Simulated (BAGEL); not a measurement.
**CHClFNSi (SMILES N#C[SiH](F)Cl) at HF/3-21G (density fitting with qzvpp-jkfit)**

What is the energy change on altering one bond length of CHClFNSi at HF/3-21G (density fitting with qzvpp-jkfit)? 

The results are computed with BAGEL 1.2.2.

6 further runs of the same task are left out: 6 that didn't finish. Runs told in other sessions of the task aren't counted.

### 1 The structure to begin with

CHClFNSi has 6 atoms, charge 0, and is taken as a singlet. As SMILES, `N#C[SiH](F)Cl`. Geometry: relaxed at PBE0-D4/def2-TZVP.

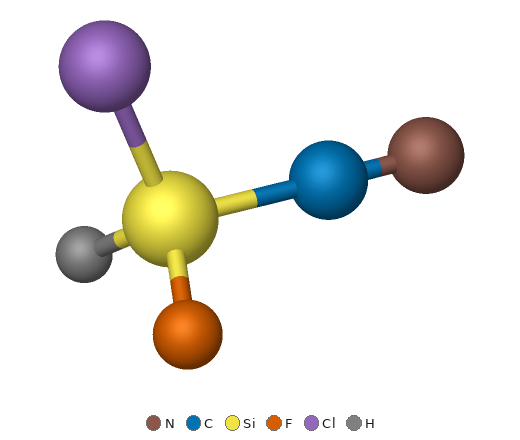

The structure, seen from a chosen angle (nitrogen brown, carbon blue, silicon yellow, fluorine orange, chlorine purple, hydrogen grey).

### 2 The energy at HF/3-21G (density fitting with qzvpp-jkfit)

input.json reads:

```json
{ "bagel" : [

{
  "title" : "molecule",
  "basis" : "3-21g",
  "df_basis" : "qzvpp-jkfit",
  "angstrom" : "true",
  "geometry" : [
    { "atom" : "N", "xyz" : [   -1.977800,    0.308700,    1.400100 ] },
    { "atom" : "C", "xyz" : [   -1.043300,    0.191200,    0.738300 ] },
    { "atom" : "Si", "xyz" : [    0.411900,   -0.001400,   -0.370200 ] },
    { "atom" : "F", "xyz" : [    1.492700,    1.050000,    0.097500 ] },
    { "atom" : "Cl", "xyz" : [    1.130200,   -1.872300,   -0.149400 ] },
    { "atom" : "H", "xyz" : [    0.028400,    0.259800,   -1.762400 ] }
  ]
},
{
  "title" : "hf"
},
{
  "title" : "print",
  "file" : "orbitals.molden",
  "orbitals" : "true"
}

]}
```

Run with:

```sh
$ BAGEL_NUM_THREADS=1 BAGEL input.json > input.out
```

What it wrote:

```text
* using 1 threads per process

  ===============================================================
  ===============================================================

  *** Geometry ***

  { "atom" : "N", "xyz" : [     -3.737500,      0.583358,      2.645806 ] },
  { "atom" : "C", "xyz" : [     -1.971551,      0.361316,      1.395185 ] },
  { "atom" : "Si", "xyz" : [      0.778378,     -0.002646,     -0.699577 ] },
  { "atom" : "F", "xyz" : [      2.820794,      1.984212,      0.184248 ] },
  { "atom" : "Cl", "xyz" : [      2.135768,     -3.538134,     -0.282325 ] },
  { "atom" : "H", "xyz" : [      0.053668,      0.490951,     -3.330453 ] },

  Number of auxiliary basis functions:      503

  Since a DF basis is specified, we compute 2- and 3-index integrals:
    o Being stored without compression. Storage requirement is 0.012 GB

  Number of basis functions:       55
  Number of electrons      :       54

    * METHOD: MOLECULE                             0.16

  *** RHF ***

  === Nuclear Repulsion ===
   256.9632260468

      * DIIS with orbital gradients will be used.

  === RHF iteration (3-21g) ===
      0       -935.86537126          0.02758474           0.04
      1       -935.95821250          0.02387395           0.04
      2       -936.07370165          0.00254314           0.04
      3       -936.07559302          0.00112606           0.03
      4       -936.07598366          0.00019343           0.03
      5       -936.07600401          0.00005629           0.03
      6       -936.07600589          0.00001687           0.03
      7       -936.07600609          0.00000363           0.03
      8       -936.07600609          0.00000224           0.03
      9       -936.07600609          0.00000100           0.03
     10       -936.07600609          0.00000051           0.03
     11       -936.07600609          0.00000024           0.04
     12       -936.07600609          0.00000012           0.04
     13       -936.07600609          0.00000005           0.04
     14       -936.07600609          0.00000002           0.03
     15       -936.07600609          0.00000002           0.03
     16       -936.07600609          0.00000001           0.03
    * SCF iteration converged.

    * Permanent dipole moment:
           (   -0.094648,    -0.214956,     0.972040) a.u.

    * METHOD: HF                                   0.69

    * METHOD: PRINT                                0.00

  ===============================================================
```

Wall time 1 s (1 thread of Intel Xeon 6975P-C (Granite Rapids), shared host).

### 3 The distorted shape, same level

input.json reads:

```json
{ "bagel" : [

{
  "title" : "molecule",
  "basis" : "3-21g",
  "df_basis" : "qzvpp-jkfit",
  "angstrom" : true,
  "geometry" : [
    { "atom" : "N", "xyz" : [   -3.274791,   -0.953011,    0.838846 ] },
    { "atom" : "C", "xyz" : [   -2.340291,   -1.070511,    0.177046 ] },
    { "atom" : "Si", "xyz" : [   -0.885091,   -1.263111,   -0.931454 ] },
    { "atom" : "F", "xyz" : [    1.492700,    1.050000,    0.097500 ] },
    { "atom" : "Cl", "xyz" : [   -0.166791,   -3.134011,   -0.710654 ] },
    { "atom" : "H", "xyz" : [   -1.268591,   -1.001911,   -2.323654 ] }
  ]
},
{ "title" : "hf", "charge" : 0 },
{ "title" : "print", "file" : "orbitals.molden", "orbitals" : true }

]}
```

Run with:

```sh
$ BAGEL_NUM_THREADS=1 BAGEL input.json > input.out
```

What it wrote:

```text
* using 1 threads per process

  ===============================================================
  ===============================================================

  *** Geometry ***

  { "atom" : "N", "xyz" : [     -6.188458,     -1.800930,      1.585189 ] },
  { "atom" : "C", "xyz" : [     -4.422509,     -2.022973,      0.334568 ] },
  { "atom" : "Si", "xyz" : [     -1.672580,     -2.386934,     -1.760193 ] },
  { "atom" : "F", "xyz" : [      2.820794,      1.984212,      0.184248 ] },
  { "atom" : "Cl", "xyz" : [     -0.315189,     -5.922422,     -1.342941 ] },
  { "atom" : "H", "xyz" : [     -2.397290,     -1.893337,     -4.391070 ] },

  Number of auxiliary basis functions:      503

  Since a DF basis is specified, we compute 2- and 3-index integrals:
    o Being stored without compression. Storage requirement is 0.012 GB

  Number of basis functions:       55
  Number of electrons      :       54

    * METHOD: MOLECULE                             0.13

  *** RHF ***

  === Nuclear Repulsion ===
   217.1609296823

      * DIIS with orbital gradients will be used.

  === RHF iteration (3-21g) ===
      0       -935.38575135          0.03223995           0.04
      1       -932.32678146          0.08185569           0.03
      2       -935.64482058          0.01459463           0.03
      3       -935.72831453          0.00551752           0.03
      4       -935.75546999          0.00491018           0.03
      5       -935.76232701          0.00303629           0.03
      6       -935.76547267          0.00091889           0.03
      7       -935.76583332          0.00035287           0.03
      8       -935.76589060          0.00009617           0.03
      9       -935.76590765          0.00007931           0.03
     10       -935.76592384          0.00006728           0.03
     11       -935.76594793          0.00004046           0.03
     12       -935.76595483          0.00001513           0.03
     13       -935.76595557          0.00000899           0.03
     14       -935.76595568          0.00000553           0.03
     15       -935.76595569          0.00000263           0.03
     16       -935.76595570          0.00000116           0.04
     17       -935.76595570          0.00000074           0.04
     18       -935.76595570          0.00000038           0.04
     19       -935.76595570          0.00000023           0.04
     20       -935.76595570          0.00000018           0.04
     21       -935.76595570          0.00000014           0.04
     22       -935.76595570          0.00000012           0.04
     23       -935.76595570          0.00000007           0.04
     24       -935.76595570          0.00000004           0.03
     25       -935.76595570          0.00000002           0.03
     26       -935.76595570          0.00000001           0.03
    * SCF iteration converged.

    * Permanent dipole moment:
           (    1.246303,     1.187029,     1.430690) a.u.

    * METHOD: HF                                   1.04

    * METHOD: PRINT                                0.00

  ===============================================================
```

Wall time 1.3 s (1 thread of Intel Xeon 6975P-C (Granite Rapids), shared host).

### 4 What came out

Level: HF/3-21G (density fitting with qzvpp-jkfit).

```
                                                          quantity          value
                                         first shape: total energy  -936.07601 Eh
                                        first shape: dipole moment         2.54 D
                                          first shape: HOMO energy      -13.61 eV
                                          first shape: LUMO energy        2.48 eV
                                        first shape: HOMO–LUMO gap       16.09 eV
                                     distorted shape: total energy  -935.76596 Eh
                                    distorted shape: dipole moment         5.69 D
                                      distorted shape: HOMO energy       -9.42 eV
                                      distorted shape: LUMO energy       -3.05 eV
                                    distorted shape: HOMO–LUMO gap        6.38 eV
energy change with the Si3–F4 bond stretched from 1.579 to 3.473 Å       8.437 eV
```

In words: One bond (distorted shape) is far stretched, which a spin-restricted single reference describes badly; a broken-symmetry solution may lie lower. With the Si3–F4 bond stretched from 1.579 to 3.473 Å the energy rises by 8.44 eV (814 kJ/mol). The first shape isn't relaxed at this level, so the change isn't measured from a minimum. A restricted reference can't describe the breaking bond well at this length.
